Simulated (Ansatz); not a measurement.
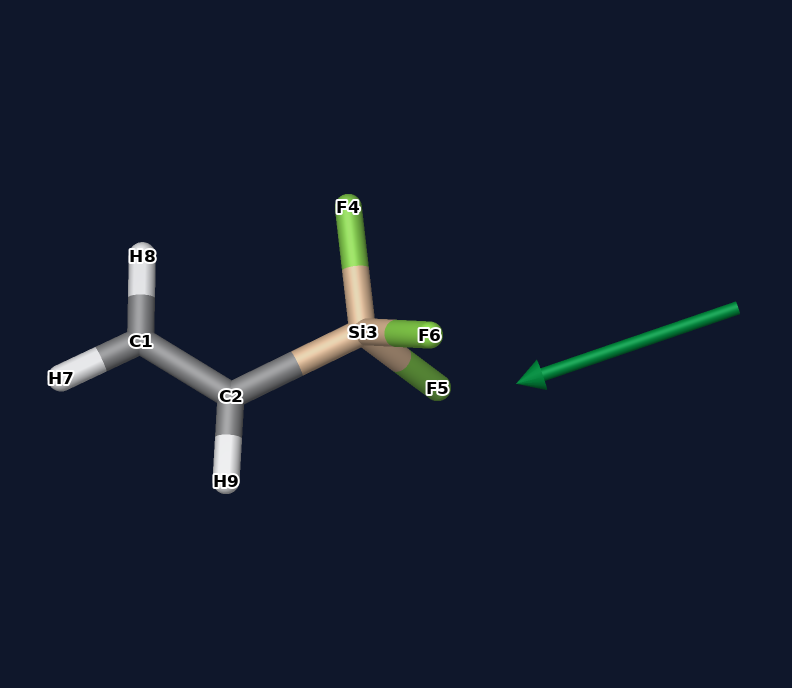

The arrow beside the molecule shows the direction of the dipole moment, from the negative to the positive end (its length means nothing). Computed geometry: PBE-D4/def2-SVP optimisation. No frequency run is at hand to confirm it as a minimum. Level of theory: RKS PBE-D4/def2-SVP (Ansatz 0.2.0).

**Estimate the dipole moment.**

2.61 D; it points from the side of F5, F6 to the side of H7 (the outermost atoms at the two ends).
